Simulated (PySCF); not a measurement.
## Electronic structure of C5H8NSi (SMILES [CH2][SiH2]n1cccc1) (doublet) in real space

```yaml
atoms:
  - { symbol: C, position_ang: [-2.5219, 0.6392, -0.5755] }
  - { symbol: Si, position_ang: [-1.5203, -0.8390, -0.1285] }
  - { symbol: N, position_ang: [0.1467, -0.3246, 0.0835] }
  - { symbol: C, position_ang: [1.0983, -0.2423, -0.8916] }
  - { symbol: C, position_ang: [2.2519, 0.2638, -0.3663] }
  - { symbol: C, position_ang: [2.0020, 0.5097, 1.0011] }
  - { symbol: C, position_ang: [0.7092, 0.1406, 1.2370] }
  - { symbol: H, position_ang: [-2.0975, 1.6236, -0.6734] }
  - { symbol: H, position_ang: [-3.5801, 0.5836, -0.7589] }
  - { symbol: H, position_ang: [-1.4752, -1.8628, -1.1806] }
  - { symbol: H, position_ang: [-1.9020, -1.4454, 1.1533] }
  - { symbol: H, position_ang: [0.8772, -0.5552, -1.8933] }
  - { symbol: H, position_ang: [3.1721, 0.4387, -0.8892] }
  - { symbol: H, position_ang: [2.6960, 0.9073, 1.7157] }
  - { symbol: H, position_ang: [0.1391, 0.1709, 2.1448] }
```

Geometry: GFN2-xTB.

Method: UKS B3LYP, pcH-1 on C H N Si, non-relativistic, mean-field spin-orbit, GIAO (PySCF).

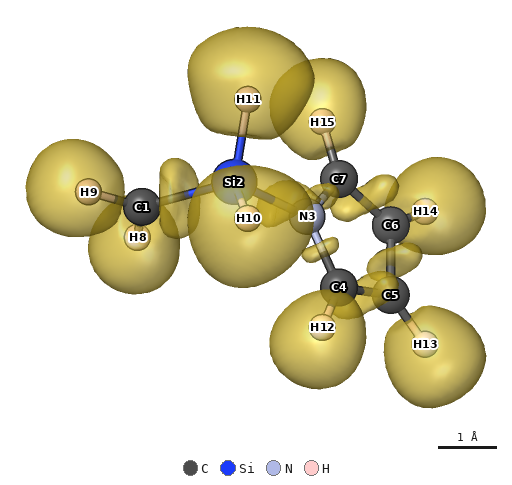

Figure 1. Isosurface of the ELF at 0.85 (yellow), seen at a tilt. Only the valence region is drawn (cores and ρ < 0.01 e/Å³ removed).

Where are the electrons localised?

Answer. The surface consists of three regions between bonded C–C atoms (shared pairs), two regions between bonded C–N atoms (shared pairs), one region between bonded C–Si atoms (shared pairs), one region between bonded N–Si atoms (shared pairs) and eight regions around hydrogen nuclei. Along the contacts the grid gives the following. C–C (1.36 Å): the ELF peaks at about 0.95 between the atoms (localised, covalent bonding). C–N (1.37 Å): the ELF peaks at about 0.90 between the atoms; a covalent bond.

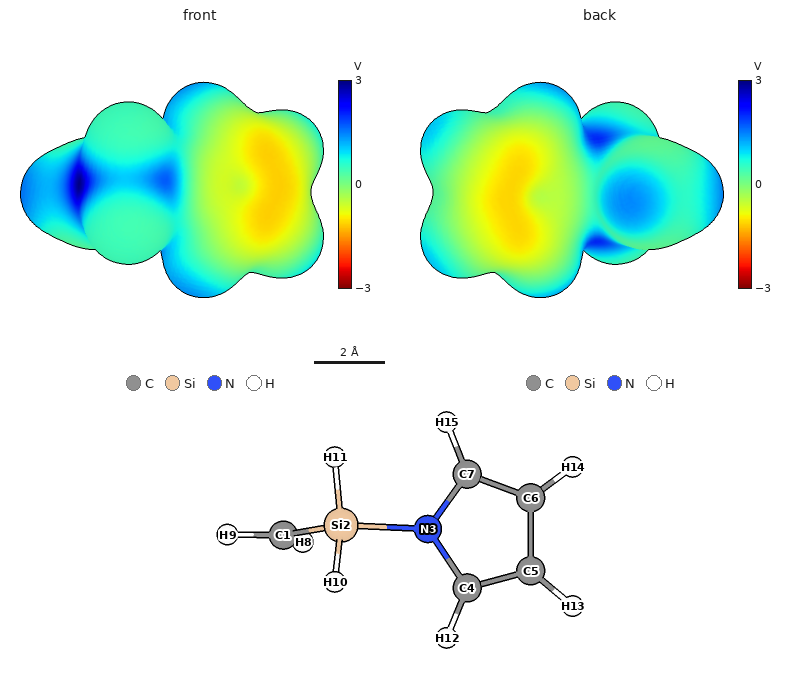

Figure 2. The electrostatic potential painted on the density surface at 0.004 e/bohr³, seen from the front and from behind; the colour scale runs from red (negative) to blue (positive). The bare structure is drawn below in the same view.

Describe the electrostatic potential map.

Answer. The most negative region (about −1.1 V) lies over the π face of C4, C5, C6 and C7, the most positive (about +2.7 V) over Si2.

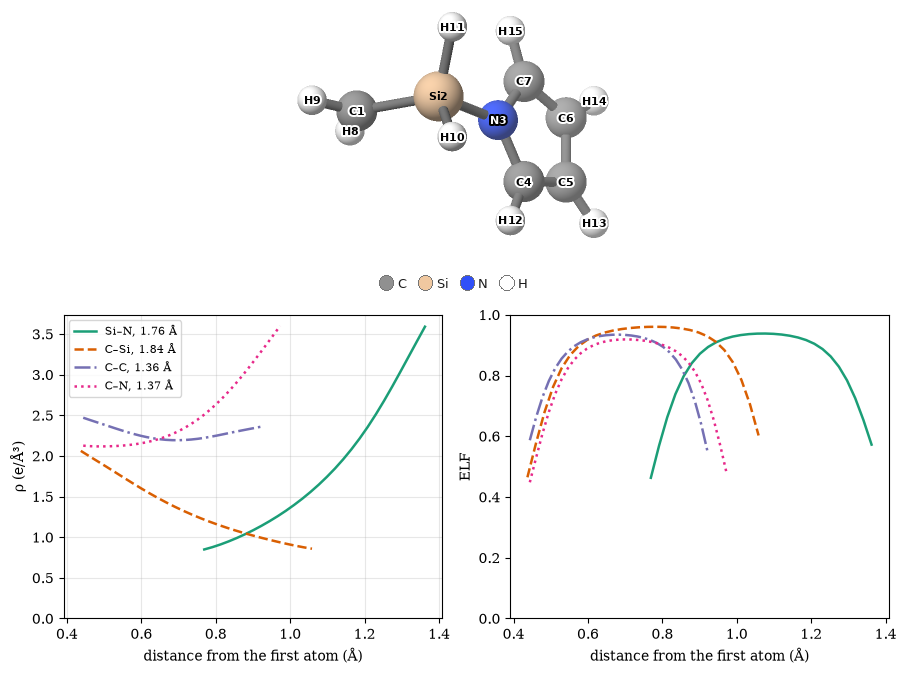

Figure 3. Total electron density and ELF along straight lines between neighbouring atoms. The curves leave out the atomic cores. The structure is drawn too.

Compare the contacts.

Answer. Si–N (1.76 Å): ρ at the midpoint is about 1 e/Å³; the ELF peaks at about 0.95 between the atoms (a polar covalent bond).
C–Si (1.84 Å): the density is about 1 e/Å³ at the midpoint; the ELF peaks at about 0.95 between the atoms (localised, covalent bonding).
C–C (1.36 Å): the density is about 2.2 e/Å³ at the midpoint; the ELF peaks at about 0.95 between the atoms; localised, covalent bonding.
C–N (1.37 Å): the density is about 2.3 e/Å³ at the midpoint; the ELF peaks at about 0.90 between the atoms (localised, covalent bonding).
